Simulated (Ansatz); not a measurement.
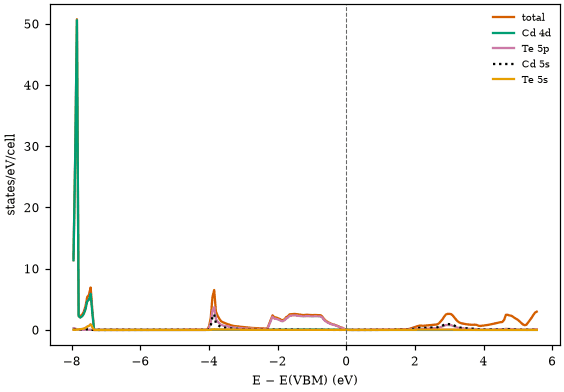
Total and projected density of states of CdTe (zinc blende, space group No. 216), PBE (plane waves, PAW; program Ansatz)

Question: Which orbitals carry the states next to the gap?

Answer: Top 1 eV of the valence band: Te 5p 92 %. Bottom 1 eV of the conduction band: Cd 5s 53 %, Te 5p 28 %, Te 5s 16 %. Projections are on Löwdin-orthogonalised atomic valence shells; empty p or d shells of many metals are not among them.

Space group F-43m (zinc blende). The PBE relaxation kept the symmetry of its start; of distortions, only those at the zone centre were tested. Spin–orbit coupling is left out wherever it is not named.

Potentials: the later of the program's two PAW sets.
